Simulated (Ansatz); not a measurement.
**CH4BBrO: small, medium and large basis sets**

How large a basis does CH4BBrO need? Two functionals are run in growing sets.

Computed with Ansatz 0.2.0, Gaussian basis. Level: one geometry, several basis sets.

Levels to be run: PBE0-D4/def2-SVP; ωB97M-V/def2-SVP; PBE0-D4/def2-QZVPP; ωB97M-V/def2-QZVPP; the functionals' def2-TZVPP values are taken from earlier runs.

## 1. The geometry

An earlier PBE0-D4 in a triple-zeta def2 set relaxation fixed the geometry.

SMILES `OCBBr`, 8 atoms, charge 0, spin multiplicity 1.

Atoms are counted from 1 here; the program's logs count them from 0.

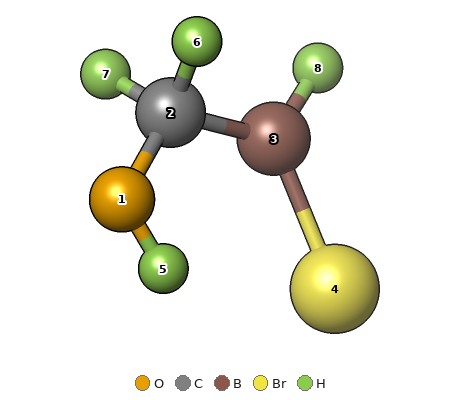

The structure; oxygen amber, carbon grey, boron brown, bromine yellow, hydrogen green; atoms are numbered from 1 in the order of the file.

Geometry (Å):

```
O    -0.0661    1.5167   -0.4355
C     0.5344    0.4039    0.1715
B    -0.1758   -0.9702    0.1379
Br   -1.8667   -1.1592   -0.7301
H    -0.9037    1.2373   -0.8202
H     0.7370    0.6186    1.2362
H     1.5403    0.2381   -0.2550
H     0.2929   -1.9424    0.6395
```

## 2. PBE0-D4 in def2-SVP

The input, in.yaml:

```yaml
crystal:
  periodic: [false, false, false]
  atoms:
    - {symbol: O, position_ang: [-0.066147, 1.516741, -0.435498]}
    - {symbol: C, position_ang: [0.534413, 0.403892, 0.171489]}
    - {symbol: B, position_ang: [-0.175835, -0.970194, 0.137884]}
    - {symbol: Br, position_ang: [-1.866743, -1.159243, -0.730137]}
    - {symbol: H, position_ang: [-0.903732, 1.237321, -0.820164]}
    - {symbol: H, position_ang: [0.736989, 0.618643, 1.236185]}
    - {symbol: H, position_ang: [1.540257, 0.238143, -0.255039]}
    - {symbol: H, position_ang: [0.292898, -1.942404, 0.639480]}
basis:
  gaussian: {orbitals: def2-SVP}
hamiltonian: {xc: pbe0, dispersion: d4}
output: {orbitals: {seedname: orbitals}}
```

On the command line:

```bash
> ansatz run in.yaml --threads 2 --pin off --events-out ev --progress --plain --max-ram 4352MiB
```

Output:

```text
Functional definition: PBE0
  name "PBE0"
  cite "Adamo & Barone, J. Chem. Phys. 110, 6158 (1999) doi:10.1063/1.478522"
  cite "Perdew, Burke & Ernzerhof, Phys. Rev. Lett. 77, 3865 (1996) doi:10.1103/PhysRevLett.77.3865"
  parent pbe
  parameter a = 0.25
  parameter kappa = 0.804
  parameter beta = 0.06672455060314922
  exchange = (1 - a)*pbe_x(kappa = kappa, mu = beta*pi^2/3) + a*exact_x
  correlation = pbe_c(beta = beta)
931 factors; integrals over basis functions are off by at most 1.1e-3 eV
mean field evaluation 1: about -73844.3950 eV, gradient 4.2e1 eV
mean field evaluation 2: about -73842.6169 eV, gradient 5.3e1 eV
mean field evaluation 4: about -73848.2485 eV, gradient 2.2e0 eV
mean field evaluation 8: about -73848.3629 eV, gradient 2.6e-1 eV
mean field evaluation 16: about -73848.3631 eV, gradient 7.8e-5 eV
mean field -73848.36308506 eV, -2713.8772871578 hartree, gradient 7.8e-5 eV, S^2 0.000000; 0 other end points of the search recorded, 0 dependent functions left out
reference -73848.36310726 eV, -2713.8772879736 hartree; 29, 29 occupied and 65, 65 virtual orbitals, 931 factors
Total energy: -73848.48418345 eV, -2713.8817374413 hartree
```

Wall time 1.6 s (2 threads of Arm Neoverse V1, shared host).

## 3. ωB97M-V in def2-SVP

in.yaml, as its differences from that of step 2:

```diff
@@ -13,3 +13,3 @@
   gaussian: {orbitals: def2-SVP}
-hamiltonian: {xc: pbe0, dispersion: d4}
+hamiltonian: {xc: {name: wB97M-V}}
 output: {orbitals: {seedname: orbitals}}
```

Launched as before.

Output, shortened:

```text
Functional definition: wB97M-V
  name "wB97M-V"
  cite "Mardirossian & Head-Gordon, J. Chem. Phys. 144, 214110 (2016) doi:10.1063/1.4952647"
  cite "Becke, J. Chem. Phys. 107, 8554 (1997) doi:10.1063/1.475007"
  cite "Vydrov & Van Voorhis, J. Chem. Phys. 133, 244103 (2010) doi:10.1063/1.3521275"
  # Of w^i u^j: cxij and so on, Table III.
[...]
  gx(w, u) = 1 - cx + cx01*u + cx10*w
  gss(w, u) = css00 + css04*u^4 + css10*w + css20*w^2 + css43*w^4*u^3
  gos(w, u) = cos00 + cos10*w + (cos20 + cos21*u)*w^2 + (cos60 + cos61*u)*w^6
[...]
      + integral(e_c_pw_mod_opposite_spin*gos(b97_w_opposite, b97_u_opposite)) + vv10(b, c)
931 factors; integrals over basis functions are off by at most 1.1e-3 eV
228 factors; integrals over basis functions are off by at most 1.1e-5 eV
[...]
mean field -73855.29857472 eV, -2714.1321617014 hartree, gradient 1.5e-5 eV, S^2 0.000000; 0 other end points of the search recorded, 0 dependent functions left out
reference -73855.29860908 eV, -2714.1321629644 hartree; 29, 29 occupied and 65, 65 virtual orbitals, 931 factors
Total energy: -73855.29860908 eV, -2714.1321629644 hartree
```

It took 7 s on 2 threads of Arm Neoverse V1, shared host; peak memory 0.26 GiB.

## 4. PBE0-D4 in def2-QZVPP

in.yaml, as its differences from that of step 3:

```diff
@@ -12,4 +12,4 @@
 basis:
-  gaussian: {orbitals: def2-SVP}
-hamiltonian: {xc: {name: wB97M-V}}
+  gaussian: {orbitals: "def2-QZVPP.json"}
+hamiltonian: {xc: pbe0, dispersion: d4}
 output: {orbitals: {seedname: orbitals}}
```

Same command.

Output:

```text
Functional definition: PBE0
  name "PBE0"
  cite "Adamo & Barone, J. Chem. Phys. 110, 6158 (1999) doi:10.1063/1.478522"
  cite "Perdew, Burke & Ernzerhof, Phys. Rev. Lett. 77, 3865 (1996) doi:10.1103/PhysRevLett.77.3865"
  parent pbe
  parameter a = 0.25
  parameter kappa = 0.804
  parameter beta = 0.06672455060314922
  exchange = (1 - a)*pbe_x(kappa = kappa, mu = beta*pi^2/3) + a*exact_x
  correlation = pbe_c(beta = beta)
1353 factors; their error is unknown
mean field evaluation 1: about -73856.5074 eV, gradient 5.5e1 eV
mean field evaluation 2: about -73850.7881 eV, gradient 7.7e1 eV
mean field evaluation 4: about -73862.7515 eV, gradient 4.9e0 eV
mean field evaluation 8: about -73862.7975 eV, gradient 5.5e-2 eV
mean field evaluation 16: about -73862.9755 eV, gradient 4.0e-5 eV
mean field -73862.97549497 eV, -2714.4142833170 hartree, gradient 4.0e-5 eV, S^2 0.000000; 0 other end points of the search recorded, 0 dependent functions left out
reference -73862.97552715 eV, -2714.4142844997 hartree; 29, 29 occupied and 351, 351 virtual orbitals, 1353 factors
Total energy: -73863.09660333 eV, -2714.4187339674 hartree
```

Wall time 12 s (2 threads of Arm Neoverse V1, shared host); peak memory 1 GiB.

## 5. ωB97M-V in def2-QZVPP

in.yaml, as its differences from that of step 4:

```diff
@@ -13,3 +13,3 @@
   gaussian: {orbitals: "def2-QZVPP.json"}
-hamiltonian: {xc: pbe0, dispersion: d4}
+hamiltonian: {xc: {name: wB97M-V}}
 output: {orbitals: {seedname: orbitals}}
```

The command is unchanged.

Output, shortened:

```text
Functional definition: wB97M-V
  name "wB97M-V"
  cite "Mardirossian & Head-Gordon, J. Chem. Phys. 144, 214110 (2016) doi:10.1063/1.4952647"
  cite "Becke, J. Chem. Phys. 107, 8554 (1997) doi:10.1063/1.475007"
  cite "Vydrov & Van Voorhis, J. Chem. Phys. 133, 244103 (2010) doi:10.1063/1.3521275"
  # Of w^i u^j: cxij and so on, Table III.
[...]
  gx(w, u) = 1 - cx + cx01*u + cx10*w
  gss(w, u) = css00 + css04*u^4 + css10*w + css20*w^2 + css43*w^4*u^3
  gos(w, u) = cos00 + cos10*w + (cos20 + cos21*u)*w^2 + (cos60 + cos61*u)*w^6
[...]
      + integral(e_c_pw_mod_opposite_spin*gos(b97_w_opposite, b97_u_opposite)) + vv10(b, c)
1322 factors; their error is unknown
295 factors; integrals over basis functions are off by at most 1.3e-5 eV
[...]
mean field -73869.98843615 eV, -2714.6720041520 hartree, gradient 4.6e-5 eV, S^2 0.000000; 0 other end points of the search recorded, 0 dependent functions left out
reference -73869.98848765 eV, -2714.6720060447 hartree; 29, 29 occupied and 351, 351 virtual orbitals, 1322 factors
Total energy: -73869.98848765 eV, -2714.6720060447 hartree
```

Run time: 26 s. Hardware: 2 threads of Arm Neoverse V1, shared host; peak memory 1.2 GiB.

## 6. Functionals by basis

The def2-TZVPP values come from earlier runs at the same geometry.

```csv
functional,basis,functions,energy (eV),from the largest (eV),HOMO (eV),LUMO (eV)
PBE0-D4,def2-SVP,94,-73848.4842,14.612,-7.81,-1.58
PBE0-D4,def2-TZVPP,197,-73861.4408,1.656,-8.14,-1.65
PBE0-D4,def2-QZVPP,380,-73863.0966,0.000,-8.20,-1.67
ωB97M-V,def2-SVP,94,-73855.2986,14.690,-10.24,0.49
ωB97M-V,def2-TZVPP,197,-73868.3930,1.595,-10.58,0.35
ωB97M-V,def2-QZVPP,380,-73869.9885,0.000,-10.64,0.31
```

## 7. What came out

```
                                       quantity           value
PBE0-D4: double and triple zeta above quadruple  14.61, 1.66 eV
ωB97M-V: double and triple zeta above quadruple  14.69, 1.60 eV
```

PBE0-D4 gains 12.96 eV from double to triple zeta, then 1.66 eV more. Total energies overstate the basis error of differences, where much of it tends to cancel.

For PBE0-D4 the largest set took about 7 times as long as the smallest (12 s against 1.6 s).
